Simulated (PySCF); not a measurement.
**Run report: WCl$_{2}$, frequency calculation**

WCl$_{2}$, multiplicity 3, computed with UKS-based B3LYP, W def2-TZVP with ECP60, Cl def2-TZVP; non-relativistic Hamiltonian with a scalar-relativistic core potential; density fitting (PySCF 2.14.0).

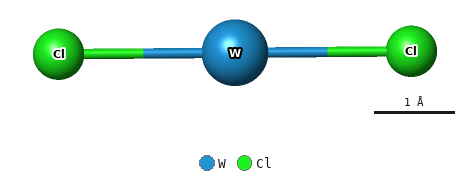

Figure 1. The structure (ball-and-stick view, seen on its broad side). Sticks mark near contacts. Bond lengths as drawn: Cl–W 2.23 Å.

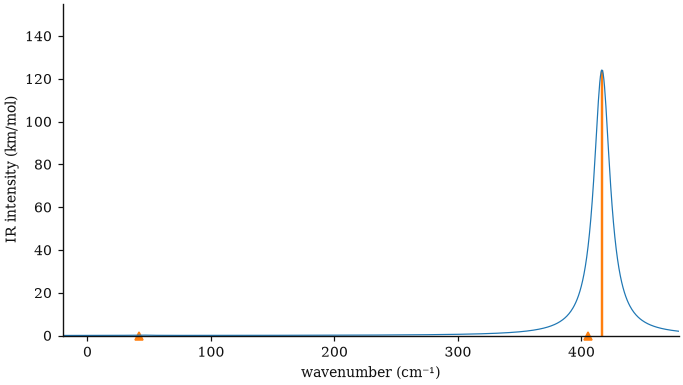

Figure 2. Harmonic infrared spectrum, unscaled: sticks (degenerate modes added up, dark ones marked on the axis) with a Lorentzian envelope of 16 cm⁻¹ full width, scaled to the tallest stick. 4 modes from 42 to 417 cm⁻¹, none imaginary. The strongest line is at 417 cm⁻¹ (124 km/mol). All modes, in cm⁻¹ (km/mol): 42 (0.1), 42 (0.1), 406 (0.0), 417 (124).

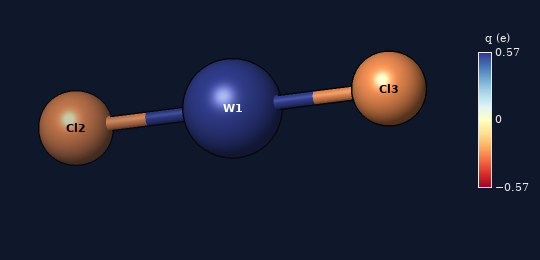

Figure 3. Mulliken charges, as the colour of each atom (ball-and-stick view, seen at a tilt; atoms are numbered from 1 in the order of the input). By element: W +0.55 and Cl −0.27 e.

These pictures come from the run below.

## Input file
```python
from pyscf import gto, scf, dft
mol = gto.M(atom='''
W     -0.000000     0.000000    -0.000000
Cl    -0.000000     0.000000     2.227356
Cl     0.000000     0.000000    -2.227356''',
    basis={'W': 'def2-TZVP', 'Cl': 'def2-TZVP'},
    ecp={'W': 'def2-TZVP'},
    charge=0, spin=2)
mf = dft.UKS(mol, xc='B3LYP')
mf.grids.atom_grid = (75, 302)
aux = {'W': 'def2-universal-JKFIT', 'Cl': 'def2-universal-JKFIT'}
mf = mf.density_fit(auxbasis=aux)
mf.conv_tol = 1e-09
mf.diis_space = 10
mf.max_cycle = 60
mf.verbose = 4
mf.kernel()
```

The script is an equivalent of the set-up of the self-consistent field. The run itself was carried out by a driver, which started from the orbitals of the step before it where there was one and computed the further properties.

Launched with:
```bash
OMP_NUM_THREADS=4 python axn.py task.json out
```

## Log
```
init E= -987.58884776272
  alpha nocc = 25  HOMO = -0.252900819863892  LUMO = -0.109913007629088
  beta  nocc = 23  HOMO = -0.213636943104391  LUMO = -0.114307523503816
  HOMO = -0.213636943104  LUMO = -0.114307523504  gap/eV = 2.70289
cycle= 1 E= -987.58884776272  delta_E= 2.27e-13  |g|= 1.67e-06  |ddm|= 3.01e-06
  alpha nocc = 25  HOMO = -0.252901883879412  LUMO = -0.109914018556022
  beta  nocc = 23  HOMO = -0.213637701322485  LUMO = -0.114308432028067
  HOMO = -0.213637701322  LUMO = -0.114308432028  gap/eV = 2.70289
Extra cycle  E= -987.588847762711  delta_E= 8.87e-12  |g|= 3.69e-06  |ddm|= 5.84e-06
converged SCF energy = -987.588847762711  <S^2> = 2.013851  2S+1 = 3.0092198
```

## Summary

```csv
quantity,value
outcome,converged
total energy,−987.588848 hartree
⟨S²⟩,2.014
zero-point energy,0.002064 hartree
dipole moment,0.00 D
"wavenumbers, lowest and highest",42 and 417 cm⁻¹
hardware,"4 threads of Arm Neoverse V1, 24 GiB of memory available, shared host"
wall time,24 s (CPU time 76 s)
peak memory,1.1 GiB
```
